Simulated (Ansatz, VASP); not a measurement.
# Cross-check of CrB2 between VASP and Ansatz

One calculation is typed for both programs; each brings its own data sets and cutoff. How far apart do they land?

Calculated with Ansatz 0.2.0; plane waves, with VASP 6.6.1 beside it; single point at PBEsol and single point at PBEsol, spin-orbit coupling.

### 1. The starting structure

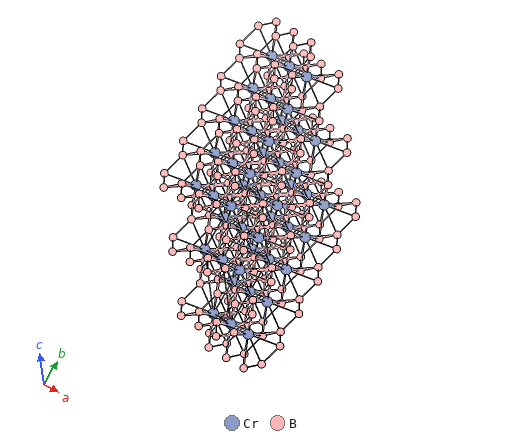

The cell as given, slightly off an axis (chromium light blue, boron pink). 2×2×2 cells are drawn. Some periodic images of atoms are drawn too.

### 2. Ansatz: single point, PBEsol

Ansatz runs on its default PAW (the set named soft_2) files.

With cell and atoms fixed, the geometry can't cause a difference; cores, projectors, grids and the points listed under the comparison can.

Contents of input.yaml:

```yaml
crystal:
  lattice:
    - [2.97, 0.0, 0.0]
    - [-2.97, 5.1441908984, 0.0]
    - [-1.485, 2.5720954492, 3.07]
  atoms:
    - { symbol: Cr, position: [0.0, 0.0, 0.0], spin: 2.5 }
    - { symbol: Cr, position: [0.0, 0.5, 0.0], spin: -2.5 }
    - { symbol: B, position: [0.3333333333, 0.0833333333, 0.5] }
    - { symbol: B, position: [0.3333333333, 0.5833333333, 0.5] }
    - { symbol: B, position: [0.6666666667, 0.9166666666, 0.5] }
    - { symbol: B, position: [0.6666666667, 0.4166666666, 0.5] }
hamiltonian:
  xc: pbesol
  pseudopotentials: { kind: paw }
magnetization:
  spin_polarized: true
kpoints:
  mp_grid: { grid: [14, 14, 14] }
scf:
  occupations: { method: fermi_dirac, width: 0.05 }
  n_extra_bands: 9
output:
  forces: true
  stress: true
  eigenvalues: true
```

Command:

```console
$ ansatz run input.yaml --threads 4 --pin off --max-ram 9216MiB --backend cpu --events-out ev --progress --plain --runs-dir out
```

Numbers of over 12 decimals in the logs are rounded to 6 here.

The log of the run:

```text
scf.n_extra_bands = 9 over 20 filled bands (N_el = 40.0): the run solves 29 bands
Engine: ansatz 0.2.0, x86_64-unknown-linux-gnu
Pseudopotentials: kind: paw
Pseudopotential: Cr, paw, valence charge 14, recommended cutoff 420 eV (normal), Cr.paw.azcp
Pseudopotential: B, paw, valence charge 3, recommended cutoff 420 eV (normal), B.paw.azcp
Functional definition: PBEsol
  exchange = pbesol_x
  correlation = pbesol_c
Crystal: 6 atoms, lattice volume = 46.904 Å³
Basis set: ecut = 420 eV, 907 PW (Γ), exchange–correlation on 40×80×60 points (8 copies of the dense FFT grid, shifted against one another)
Bands: 29, of which v1, the nominal top of the filled ones, is band 20 counted from 1 (19 counted from 0)
Symmetry: 8 space group operations
Space group: Immm (ITA 71), of the structure as read, at distance tolerance 3.6e-5 Å
Magnetic group: BNS 71.538 (UNI 636), of the structure as read, at distance tolerance 3.6e-5 Å
k-points: 428 of 2744
Non-local potential: Cr, projectors of the file, l = 0: 3, l = 1: 2, l = 2: 3, l = 3: 1
Non-local potential: B, projectors of the file, l = 0: 2, l = 1: 2, l = 2: 1
PAW form: soft (Blöchl's): semilocal exchange-correlation on the pseudo side does not see the compensation charge
PAW frozen core: Cr, regenerated for the run's functional, and the local potential with it (the file was generated under x = pbe(κ = 0.804, μ = 0.219515), c = pbe(β = 0.066725))
PAW frozen core: B, regenerated for the run's functional, and the local potential with it (the file was generated under x = pbe(κ = 0.804, μ = 0.219515), c = pbe(β = 0.066725))
PAW one-centre angular grid: Cr, 590 points (default); XC on 64 Gauss nodes
PAW one-centre angular grid: B, 110 points (default); XC on 64 Gauss nodes
Initial density: superposition of atomic densities (chi_scale 0.1, normalization cell)
Starting moments: Σ|m| = 5 μB on 2 of 6 sites
Starting magnetic order: antiferromagnet; a translation exchanges its spin sublattices: spin-degenerate at every k-point
Initial wavefunctions: pseudopotential atomic-orbital guess
Functional: x = pbesol(κ = 0.804, μ = 0.123457), c = pbesol(β = 0.046)
SCF iter   1: F=—  HF=-7321.924723 eV  |F-HF|=—  |Δ(HF+E_count)|=         —  Δρ=1.72e-1 (↑1.72e-1 ↓1.72e-1)  dr2=4.61e1  dr2_m=4.50e0  M=0.000 μB ∫|m|=1.308 μB  β_m=0.30  ethr=3.10e-3  ⟨swp⟩=6.0  Hψ=48864  notcnv=0  defer=80
Mixer restart at iter 1: flushing history
preconditioner: auto → Kerker (q_TF=auto, 2.657 Å⁻¹)  [metal: Δε(μ)=0.001 eV  Ē_g=9.705 eV  σ=0.050 eV  W_gap=0.00  n_scr=16 (ndim 8)  ℏωp=26.6 eV  f_vac=0.000  D(μ)=3.61/eV (n_scr^D=44)]
spin=Collinear: Kerker preconditioning applied to the charge; magnetization (m = ρ↑ − ρ↓) channel mixes plain (no charge-response kernel on spin).
SCF iter   2: F=—  HF=-7314.234027 eV  |F-HF|=—  |Δ(HF+E_count)|=    7.69e0  Δρ=8.23e-2 (↑8.23e-2 ↓8.23e-2)  dr2=1.12e1  dr2_m=1.29e0  M=0.000 μB ∫|m|=1.752 μB  β_m=0.42  ethr=3.10e-3  ⟨swp⟩=3.3  Hψ=31601  notcnv=0  defer=450
SCF iter   3: F=—  HF=-7310.753424 eV  |F-HF|=—  |Δ(HF+E_count)|=    3.48e0  Δρ=2.56e-2 (↑2.56e-2 ↓2.56e-2)  dr2=5.38e-1  dr2_m=9.91e-2  M=0.000 μB ∫|m|=2.768 μB  β_m=0.58  ethr=3.10e-3  ⟨swp⟩=3.4  Hψ=27405  notcnv=0  defer=425
SCF iter   4: F=—  HF=-7310.950680 eV  |F-HF|=—  |Δ(HF+E_count)|=   1.97e-1  Δρ=9.07e-3 (↑9.07e-3 ↓9.07e-3)  dr2=5.89e-2  dr2_m=6.18e-3  M=0.000 μB ∫|m|=2.837 μB  β_m=0.63  ethr=1.34e-3  ⟨swp⟩=2.0  Hψ=26327  notcnv=0  defer=478
SCF iter   5: F=—  HF=-7311.150901 eV  |F-HF|=—  |Δ(HF+E_count)|=   2.00e-1  Δρ=5.81e-3 (↑5.81e-3 ↓5.81e-3)  dr2=5.45e-2  dr2_m=8.54e-4  M=0.000 μB ∫|m|=2.892 μB  β_m=0.81  ethr=1.47e-4  ⟨swp⟩=2.1  Hψ=23572  notcnv=0  defer=478
SCF iter   6: F=—  HF=-7311.192445 eV  |F-HF|=—  |Δ(HF+E_count)|=   4.15e-2  Δρ=2.48e-3 (↑2.48e-3 ↓2.48e-3)  dr2=9.21e-4  dr2_m=2.33e-3  M=0.000 μB ∫|m|=2.837 μB  β_m=0.91  ethr=1.36e-4  ⟨swp⟩=2.6  Hψ=21930  notcnv=0  defer=478
SCF iter   7: F=—  HF=-7311.191807 eV  |F-HF|=—  |Δ(HF+E_count)|=   6.38e-4  Δρ=1.05e-3 (↑1.05e-3 ↓1.05e-3)  dr2=1.68e-5  dr2_m=4.66e-4  M=0.000 μB ∫|m|=2.834 μB  β_m=0.95  ethr=2.30e-6  ⟨swp⟩=2.6  Hψ=22808  notcnv=0  defer=482
SCF iter   8: F=—  HF=-7311.191778 eV  |F-HF|=—  |Δ(HF+E_count)|=   2.96e-5  Δρ=6.70e-4 (↑6.70e-4 ↓6.70e-4)  dr2=5.20e-6  dr2_m=1.90e-4  M=0.000 μB ∫|m|=2.824 μB  β_m=0.98  ethr=4.20e-8  ⟨swp⟩=2.3  Hψ=18699  notcnv=0  defer=482
SCF iter   9: F=—  HF=-7311.191759 eV  |F-HF|=—  |Δ(HF+E_count)|=   1.85e-5  Δρ=3.19e-4 (↑3.19e-4 ↓3.19e-4)  dr2=2.91e-6  dr2_m=4.28e-5  M=0.000 μB ∫|m|=2.816 μB  β_m=0.99  ethr=1.30e-8  ⟨swp⟩=2.0  Hψ=20967  notcnv=0  defer=482
SCF iter  10: F=—  HF=-7311.191753 eV  |F-HF|=—  |Δ(HF+E_count)|=   6.25e-6  Δρ=5.81e-6 (↑5.81e-6 ↓5.81e-6)  dr2=5.56e-8  dr2_m=2.66e-9  M=0.000 μB ∫|m|=2.810 μB  β_m=0.99  ethr=7.28e-9  ⟨swp⟩=2.1  Hψ=21038  notcnv=0  defer=483
SCF iter  11: F=-7311.191753 eV  HF=-7311.191753 eV  |F-HF|=3.48e-9  |Δ(HF+E_count)|=   1.50e-8  Δρ=2.39e-6 (↑2.39e-6 ↓2.39e-6)  dr2=4.77e-9  dr2_m=9.39e-10  M=0.000 μB ∫|m|=2.810 μB  ethr=1.39e-10  ⟨swp⟩=7.2  Hψ=48226  notcnv=0
SCF 1 converged in 11 iterations: F = -7311.191753 eV  dr2 = 4.77e-9
  greatest PAW one-centre occupation: 1.000 electrons in one spin orbital (limit 2), on the Cr atom at site 1 (counted from 0), in its partial waves of l = 0
SCF converged after 11 iterations
Magnetization: 0.0000 μB (20.0000 up, 20.0000 down)
Absolute magnetization: 2.8133 μB (∫|ρ↑−ρ↓|, with the PAW one-centre terms)
Spin contamination: 0.9968 ħ² per cell (⟨S²⟩ above its minimum at these occupations)
Per-site moments (μB) at R_I (Å): [(1.209954, 0.949335), (-1.209954, 0.949335), (-5.976843270915894e-17, 0.707326), (8.805819494692973e-17, 0.707326), (2.810816755549108e-17, 0.707326), (-4.40600214137761e-17, 0.707326)]
Free energy (F): -7311.191753 eV
Harris-Foulkes:  -7311.191753 eV  (|F-HF|=3.48e-9)
Internal energy: -7311.155902 eV  (E = F + TS)
E sigma→0 (E₀):  -7311.173828 eV
Entropy (-TS):   -0.035851 eV (-5.975 meV/atom)
Fermi energy:    16.524064 eV
--- Per-component energies (eV) ---
  E_band       = -278.797846
  E_kinetic    = 890.486568
  E_local      = -2929.688461  (includes V_loc(G=0)·N_el)
  E_nonlocal   = 207.114989
  E_hartree    = 1278.464886
  E_xc         = -409.005537
  E_vxc        = -512.570088  (∫ρ·V_xc dr)
  E_paw        = -2638.200525  (= ΣΔE_a)
  E_vpaw       = -491.068743  (= ΣTr[D̂ρ^β])
  E_aug_tail   = 0.000795  (compensation charges beyond the density's cutoff)
  E_ewald      = -3710.707461
  E_core_change = 0.378843  (= ΣΔE_core)
  E_smearing   = -0.035851  (= −TS)
  E_closure    = 0.000000  (closes the sum)
  Σ components = -7311.191753   (vs F -7311.191753, Δ=0.00e0)
--- Forces (eV/Å), atoms counted from 1 ---
  atom   1  Cr    -0.00000000     0.00000000     0.00000000
  atom   2  Cr     0.00000000     0.00000000     0.00000000
  atom   3  B     -0.00000000    -0.05898783     0.00000000
  atom   4  B     -0.00000000    -0.05898783    -0.00000000
  atom   5  B      0.00000000     0.05898783    -0.00000000
  atom   6  B      0.00000000     0.05898783     0.00000000
  max |Σ_I F_I| component: 1.39e-17 eV/Å
--- Stress (GPa, compression-positive) ---
       -4.049742       0.000000       0.000000
        0.000000      -9.899909       0.000000
        0.000000       0.000000     -16.980677
  P = ⅓ Tr σ = -10.3101 GPa (-103.101 kbar)
--- Band table (eV; the first three rows and the last of 856) ---
  k-point 0 ↑: bands = [... 16 lower, 13.1217, 13.6370, 16.2346, 16.3292, 17.0093, 17.0980, 18.7433, 18.9389, ... 5 higher]
  k-point 1 ↑: bands = [... 16 lower, 12.8927, 14.1410, 16.1224, 16.2068, 16.9979, 17.0661, 18.6476, 18.8391, ... 5 higher]
  k-point 2 ↑: bands = [... 16 lower, 13.0721, 14.6965, 15.8381, 15.8992, 16.9624, 17.0141, 18.3717, 18.5544, ... 5 higher]
  k-point 427 ↓: bands = [... 16 lower, 12.9056, 14.7222, 15.0597, 16.2207, 16.5548, 17.3125, 18.0840, 18.3959, ... 5 higher]
```

Wall time 12 s (4 threads of AMD EPYC 9R14 (Zen 4), shared host); peak memory 1.1 GiB.

The run ends at a pressure of -10.31 GPa, with forces up to 0.059 eV/Å.

### 3. VASP: single point, PBEsol

The same cell, functional, mesh and smearing now go to VASP, with its own data sets and cutoff.

Lines of VASP's logs that name or quote its potential files are left out, and so is its time.

Contents of INCAR:

```
SYSTEM = CrB2
PREC = Accurate
ENCUT = 390
EDIFF = 1E-06
NELM = 150
ISMEAR = -1
SIGMA = 0.05
LREAL = .FALSE.
ALGO = Normal
GGA = PS
NBANDS = 27
ISPIN = 2
MAGMOM = 2.5 -2.5 0 0 0 0
LMAXMIX = 4
LORBIT = 11
LWAVE = .FALSE.
LCHARG = .FALSE.
KPAR = 4
AMIX = 0.2
BMIX = 1E-04
AMIX_MAG = 0.8
BMIX_MAG = 1E-04
```

Contents of POSCAR:

```
CrB2
1.0
    2.9700000000      0.0000000000      0.0000000000
   -2.9700000000      5.1441908984      0.0000000000
   -1.4850000000      2.5720954492      3.0700000000
Cr B
2 4
Direct
    0.0000000000      0.0000000000      0.0000000000
    0.0000000000      0.5000000000      0.0000000000
    0.3333333333      0.0833333333      0.5000000000
    0.3333333333      0.5833333333      0.5000000000
    0.6666666667      0.9166666666      0.5000000000
    0.6666666667      0.4166666666      0.5000000000
```

Contents of KPOINTS:

```
Automatic mesh
0
Gamma
14 14 14
0 0 0
```

The projector-augmented-wave data sets are Cr_pv and B (PBE family, release 64).

Command:

```console
$ mpirun -np 4 vasp_std
```

The log of the run:

```text
[banner, memory and clock lines left out]
running    4 mpi-ranks, on    1 nodes
 distrk:  each k-point on    1 cores,    4 groups
 distr:  one band on    1 cores,    1 groups

 POSCAR found type information on POSCAR CrB
 POSCAR found :  2 types and       6 ions
|                                                                             |
|               ----> ADVICE to this user running VASP <----                  |
|                                                                             |
|     You enforced a specific xc type in the INCAR file but a different       |
|     [... a line on the potential file left out ...]
|     I HOPE YOU KNOW WHAT YOU ARE DOING!                                     |
|                                                                             |

 LDA part: xc-table for (Slater+PW92), standard interpolation
 POSCAR, INCAR and KPOINTS ok, starting setup
 FFT: planning ... GRIDC
 FFT: planning ... GRID_SOFT
 FFT: planning ... GRID
 WAVECAR not read
 entering main loop
       N       E                     dE             d eps       ncg     rms          rms(c)
DAV:   1     0.294904783918E+03    0.29490E+03   -0.15951E+04 46856   0.119E+03
DAV:   2    -0.432417929411E+02   -0.33815E+03   -0.32552E+03 46594   0.385E+02
DAV:   3    -0.620509078109E+02   -0.18809E+02   -0.18331E+02 55998   0.957E+01
DAV:   4    -0.624748095632E+02   -0.42390E+00   -0.42021E+00 56467   0.130E+01
DAV:   5    -0.624855208158E+02   -0.10711E-01   -0.10704E-01 61867   0.202E+00    0.351E+01
DAV:   6    -0.506725655284E+02    0.11813E+02   -0.56468E+01 58067   0.565E+01    0.809E+00
DAV:   7    -0.508280203631E+02   -0.15545E+00   -0.27903E+00 51224   0.119E+01    0.764E+00
DAV:   8    -0.507926365456E+02    0.35384E-01   -0.69492E-02 60906   0.175E+00    0.524E+00
DAV:   9    -0.507665035127E+02    0.26133E-01   -0.12816E-01 50873   0.345E+00    0.135E+00
DAV:  10    -0.507677623074E+02   -0.12588E-02   -0.60686E-03 61469   0.655E-01    0.635E-01
DAV:  11    -0.507670532388E+02    0.70907E-03   -0.26105E-03 53332   0.387E-01    0.308E-01
DAV:  12    -0.507664917122E+02    0.56153E-03   -0.15827E-03 55192   0.308E-01    0.110E-01
DAV:  13    -0.507664867784E+02    0.49338E-05   -0.15946E-04 58585   0.101E-01    0.312E-02
DAV:  14    -0.507664855225E+02    0.12559E-05   -0.11150E-05 58182   0.222E-02    0.157E-02
DAV:  15    -0.507664837845E+02    0.17380E-05   -0.50042E-06 51756   0.136E-02    0.928E-03
DAV:  16    -0.507664833926E+02    0.39190E-06   -0.17468E-06 30760   0.818E-03
   1 F= -.50766483E+02 E0= -.50747973E+02  d E =-.370203E-01  mag=     0.0000
```

From OUTCAR (step 3):

```text
ion  position               nearest neighbor table
   1  0.000  0.000  0.000-   5 2.30   6 2.30   4 2.30   3 2.30   6 2.30   4 2.30   3 2.30   5 2.30
                             4 2.30   3 2.30   5 2.30   6 2.30   2 2.97   2 2.97   2 2.97   2 2.97
   2  0.000  0.500  0.000-   6 2.30   5 2.30   3 2.30   4 2.30   3 2.30   5 2.30   4 2.30   6 2.30
                             3 2.30   4 2.30   6 2.30   5 2.30   1 2.97   1 2.97   1 2.97   1 2.97
   3  0.333  0.083  0.500-   6 1.71   5 1.71   5 1.71   2 2.30   1 2.30   1 2.30   2 2.30   2 2.30
                             1 2.30
   4  0.333  0.583  0.500-   5 1.71   6 1.71   6 1.71   1 2.30   2 2.30   1 2.30   2 2.30   1 2.30
                             2 2.30
   5  0.667  0.917  0.500-   4 1.71   3 1.71   3 1.71   2 2.30   1 2.30   2 2.30   1 2.30   2 2.30
                             1 2.30
   6  0.667  0.417  0.500-   3 1.71   4 1.71   4 1.71   1 2.30   2 2.30   1 2.30   2 2.30   2 2.30
                             1 2.30

  LATTYP: Found a body centered orthorhombic cell.
 ALAT       =     2.9700000000
 B/A-ratio  =     1.7320508075
 C/A-ratio  =     2.0673400673

 Subroutine GETGRP returns: Found  8 space group operations
 (whereof  8 operations were pure point group operations)

The static configuration has the point symmetry D_2h.

 Found    428 irreducible k-points:

   k-points           NKPTS =    428   k-points in BZ     NKDIM =    428   number of bands    NBANDS=     27

   dimension x,y,z NGX =    20 NGY =   40 NGZ =   28
   dimension x,y,z NGXF=    40 NGYF=   80 NGZF=   56

   ENCUT  =  390.0 eV  28.66 Ry    5.35 a.u.   4.78  9.56  6.88*2*pi/ulx,y,z

   NELECT =      36.0000    total number of electrons

 k-points in reciprocal lattice and weights: Automatic mesh
   0.00000000  0.00000000  0.00000000       0.000
   0.07142857 -0.00000000 -0.00000000       0.001
   0.14285714 -0.00000000 -0.00000000       0.001
   0.21428571 -0.00000000 -0.00000000       0.001
   0.28571429 -0.00000000 -0.00000000       0.001
   0.35714286 -0.00000000 -0.00000000       0.001
   0.42857143 -0.00000000 -0.00000000       0.001
   0.50000000 -0.00000000 -0.00000000       0.001
   0.00000000  0.07142857 -0.00000000       0.001
[...]
0.07142857 -0.07142857  0.42857143       0.001
   0.00000000  0.00000000  0.50000000       0.000

 average (electrostatic) potential at core
       1 -66.5442       2 -66.5442       3 -22.6705       4 -22.6705       5 -22.6705
       6 -22.6705

 E-fermi :  10.3787

 spin component 1
 k-point     1 :       0.0000    0.0000    0.0000
  band No.  band energies     occupation
    ...
     14       6.6819      1.00000
     15       6.9923      1.00000
     16       7.5001      1.00000
     17      10.0740      0.99775
     18      10.1661      0.98595
     19      10.8497      0.00008
     20      10.9284      0.00002
     21      12.6017      0.00000
     22      12.7858      0.00000
     23      12.8664      0.00000
    ...

 k-point     2 :       0.0714   -0.0000   -0.0000
  band No.  band energies     occupation
    ...
     14       6.6841      1.00000
     15       7.0164      1.00000
     16       7.3771      1.00000
     17      10.0730      0.99779
     18      10.3679      0.55379
     19      10.8654      0.00006
     20      10.9282      0.00002
     21      12.2518      0.00000
     22      12.4185      0.00000
     23      12.7971      0.00000
    ...

 k-point     3 :       0.1429   -0.0000   -0.0000
  band No.  band energies     occupation
    ...
     13       6.1812      1.00000
     14       6.7037      1.00000
     15       7.0904      1.00000
     16       7.1086      1.00000
     17      10.0229      0.99919
     18      10.8036      0.00020
     19      10.9064      0.00003
     20      10.9634      0.00001
     21      11.6484      0.00000
     22      11.8587      0.00000
    ...

 k-point     4 :       0.2143   -0.0000   -0.0000
  band No.  band energies     occupation
    ...
     13       6.2906      1.00000
     14       6.6819      1.00000
     15       6.8327      1.00000
     16       7.1478      1.00000
     17       9.9468      0.99982
     18      10.5757      0.01908
     19      11.0114      0.00000
     20      11.1808      0.00000
     21      11.5584      0.00000
     22      11.6135      0.00000
    ...

 k-point     5 :       0.2857   -0.0000   -0.0000
  band No.  band energies     occupation
    ...
     13       6.2965      1.00000
     14       6.5742      1.00000
     15       6.6141      1.00000
     16       7.1120      1.00000
     17       9.8631      0.99997
     18      10.3961      0.41396
     19      10.8862      0.00004
     20      11.0679      0.00000
     21      11.5917      0.00000
     22      12.0637      0.00000
    ...

 k-point     6 :       0.3571   -0.0000   -0.0000
  band No.  band energies     occupation
    ...
     14       6.4000      1.00000
     15       6.4695      1.00000
     16       6.9891      1.00000
     17       9.7887      0.99999
     18      10.3644      0.57113
     19      10.7246      0.00099
     20      11.1029      0.00000
     21      11.6738      0.00000
     22      12.4052      0.00000
     23      12.9488      0.00000
    ...

  Total       -1.3903455     -3.0007740     -5.2248743      0.0000000      0.0000000      0.0000000
  in kB      -47.4921045   -102.5019114   -178.4738230      0.0000000      0.0000000      0.0000000
  external PRESSURE =    -109.4892796 kB  Pullay stress =       0.0000000 kB

  energy-cutoff  :      390.00
  volume of cell :       46.90
      direct lattice vectors                 reciprocal lattice vectors
     2.970000000  0.000000000  0.000000000     0.336700337  0.194394030  0.000000000
    -2.970000000  5.144190898  0.000000000     0.000000000  0.194394030 -0.162866450
    -1.485000000  2.572095449  3.070000000     0.000000000  0.000000000  0.325732899

 POSITION                                       TOTAL-FORCE (eV/Angst)
 -----------------------------------------------------------------------------------
      0.00000      0.00000      0.00000        -0.000000     -0.000000      0.000000
     -1.48500      2.57210      0.00000        -0.000000     -0.000000     -0.000000
      0.00000      1.71473      1.53500        -0.000000     -0.066543      0.000000
     -1.48500      4.28683      1.53500        -0.000000     -0.066543      0.000000
     -1.48500      6.00156      1.53500         0.000000      0.066543     -0.000000
      0.00000      3.42946      1.53500         0.000000      0.066543     -0.000000
 -----------------------------------------------------------------------------------
    total drift:                               -0.000000      0.000000      0.000000

  FREE ENERGIE OF THE ION-ELECTRON SYSTEM (eV)
  ---------------------------------------------------
  free  energy   TOTEN  =       -50.7664833926 eV

  energy  without entropy=      -50.7294630504  energy(sigma->0) =      -50.74797322

 total charge
# of ion       s       p       d       tot
------------------------------------------
    1        0.274   6.351   4.355  10.981
    2        0.274   6.351   4.355  10.981
    3        0.683   1.336   0.000   2.019
    4        0.683   1.336   0.000   2.019
    5        0.683   1.336   0.000   2.019
    6        0.683   1.336   0.000   2.019
--------------------------------------------------
tot          3.281  18.045   8.711  30.037

 magnetization (x)
# of ion       s       p       d       tot
------------------------------------------
    1        0.005   0.012   1.277   1.294
    2       -0.005  -0.012  -1.277  -1.294
    3        0.000   0.000   0.000   0.000
    4        0.000   0.000   0.000   0.000
    5        0.000   0.000   0.000   0.000
    6        0.000   0.000   0.000   0.000
--------------------------------------------------
tot          0.000   0.000   0.000   0.000

[... 1 further part left out ...]
```

The run ends at a pressure of -10.95 GPa, with forces up to 0.067 eV/Å.

[end of part 1 of 2]

[Lines on the potential files, build, host, timing and source positions are cut from VASP's logs without a mark.]

[Logs are printed without paths, hosts, clocks, repeated set-up lines and the standing remarks that a program may print on its own settings, such as how far it seeks lower states.]

[Hosts, paths, dates, database ids (printed as entryN), source tags and the programs' standing remarks are cut or masked in the printed files.]
